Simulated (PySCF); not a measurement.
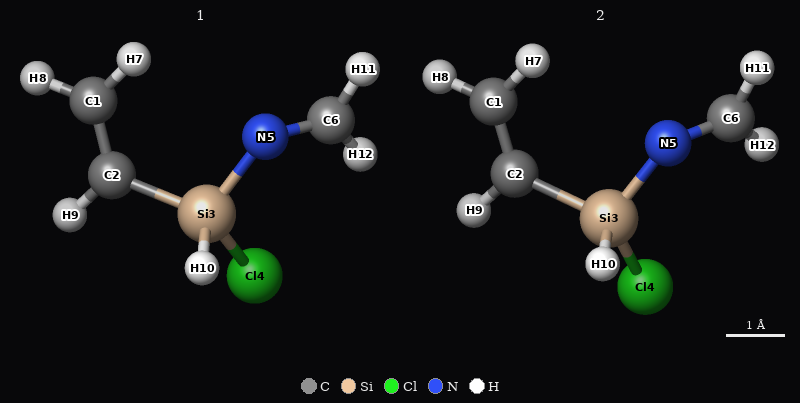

Two geometries of C$_{3}$H$_{6}$ClNSi, drawn at one scale. One is the start of a relaxation, the other its converged end. Style: ball-and-stick. Shown face on.

Method: PySCF 2.14.0, density-fitted response routines, PBE0-D3(BJ)/def2-SVP geometry optimisation, gas phase. 

Question: Which one is relaxed?

Answer: Structure 1 is the relaxed one. The start comes from GFN2-xTB. Its atoms were then displaced at random by about 0.01 Å. The energy falls by 18.5 kJ/mol in 9 geometry steps. The atom that moves furthest after the best rigid fit is Cl4 (0.27 Å). By element the largest moves are Cl 0.27 Å, H 0.19 Å, N 0.13 Å, Si 0.09 Å, C 0.07 Å. Among the contacts that change: Si3–Cl4 2.011 → 2.089 Å, C2–Si3 1.895 → 1.853 Å, Si3–H10 1.445 → 1.486 Å, Si3–N5 1.712 → 1.741 Å. Among the angles between lasting bonds that change: Si3–N5–C6 133.7° → 126.9°, Cl4–Si3–N5 116.7° → 111.3°, N5–Si3–H10 104.6° → 108.3°.
